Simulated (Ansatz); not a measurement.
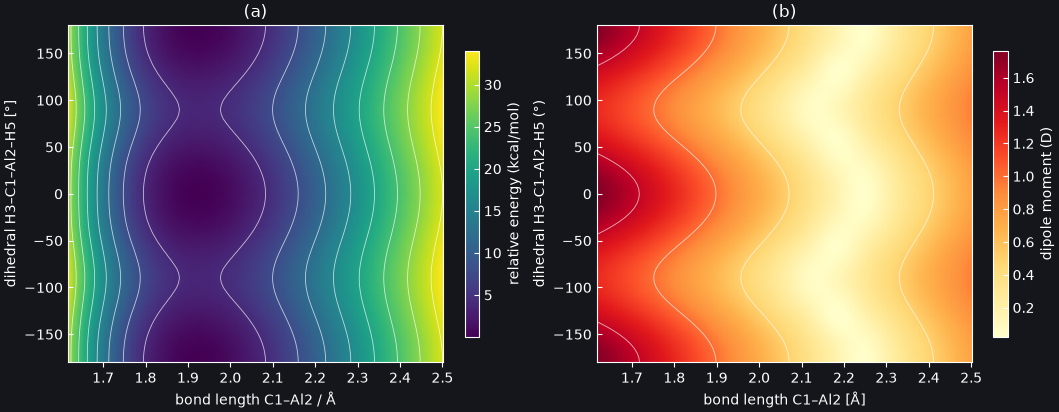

CH4Al, SMILES [CH2][AlH2], spin multiplicity 2. 
- The first coordinate is: bond length C1–Al2; the second: dihedral H3–C1–Al2–H5.
- Nothing is relaxed (all other coordinates rigid).
- Grid: 15 × 15 points; 120 points were computed and 105 follow by symmetry.
- All energies are given in kcal/mol relative to the relaxed molecule at the same level.
- Computed with Ansatz, UKS PBE0-D4/def2-TZVP.

Panel (a) is the energy and panel (b) the computed dipole moment on the same grid.

In the figure: a smooth colour map with a few white contour lines. Between grid points the surface is interpolated.

> How does the dipole moment vary over the map, and what is it at the lowest grid point?

Leaving out the highest fifth of the energies, it runs from 0.02 D at bond length C1–Al2 = 2.186 Å, dihedral H3–C1–Al2–H5 = −132° to 1.60 D at bond length C1–Al2 = 1.680 Å, dihedral H3–C1–Al2–H5 = −180°. At the lowest grid point, bond length C1–Al2 = 1.933 Å, dihedral H3–C1–Al2–H5 = −180°, it is 0.90 D.
